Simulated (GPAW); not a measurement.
Consider SnSe (Fm-3m).

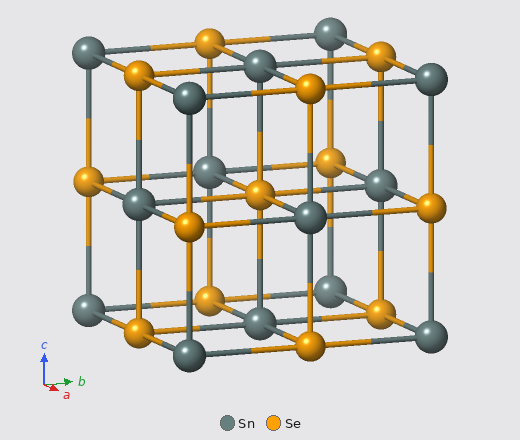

The structure (tin teal, selenium orange). Some periodic images of atoms are drawn too.

```xyz
2
Lattice="0.0000 3.0100 3.0100 3.0100 0.0000 3.0100 3.0100 3.0100 0.0000" Properties=species:S:1:pos:R:3 pbc="T T T"
Sn    0.0000    0.0000    0.0000
Se    3.0100    3.0100    3.0100
```

Absorber: atom 1, with 6 Se at 3.01 Å (octahedral, site symmetry m-3m). Method: GPAW, LDA, full core hole (charged cell), 12-atom cell with 7.4 Å between holes, 2×3×3 k points, dipole transitions, Gaussian full width 8.49 eV.

Predict the near-edge structure at the Sn K edge.

Main maxima up to 28 eV above the zero (height): 2.4 eV (1.46) and 25.2 eV (0.98). A K edge sees empty p states on the absorber. 

The Sn K spectrum (energy from the lowest empty level; intensity scaled to a mean of 1 over the first 20 eV):

```csv
E (eV),intensity
-2.0,0.83
-0.5,1.15
1.0,1.39
2.5,1.46
4.0,1.37
5.5,1.18
7.0,0.99
8.5,0.86
10.0,0.79
11.5,0.79
13.0,0.80
14.5,0.82
16.0,0.84
17.5,0.84
19.0,0.86
20.5,0.88
22.0,0.92
23.5,0.96
25.0,0.98
26.5,0.97
28.0,0.93
29.5,0.88
31.0,0.83
```

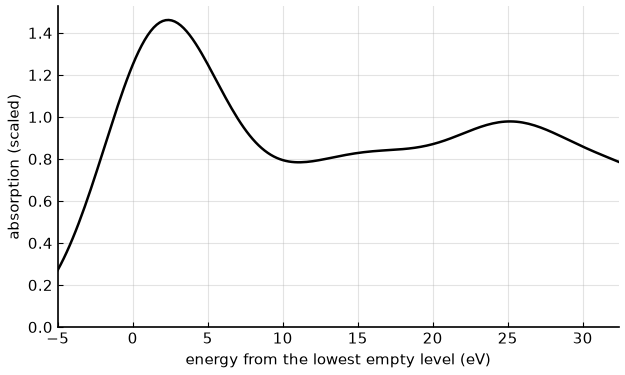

The Sn K edge.

The script folds with a Gaussian, whereas the core hole's own line is a Lorentzian, so the onset is too steep and the first peak too high. The structure is a published determination, not relaxed.

[Banner, clock and machine lines of the logs are left out without a mark of their own.]

[Logs are printed without paths, hosts, clocks, repeated set-up lines and the standing remarks that a program may print on its own settings, such as how far it seeks lower states.]

[Hosts, paths, dates, database ids (printed as entryN), source tags and the programs' standing remarks are cut or masked in the printed files.]

[Lists of maxima count a maximum above −3 eV only where it reaches 4 % of the highest in the window and stands out from its surroundings by 2 % of it (1.5 % where it reaches 55 %); shoulders and weaker maxima are passed over, and of the rest the first, up to two pre-edge ones and the few strongest are named.]
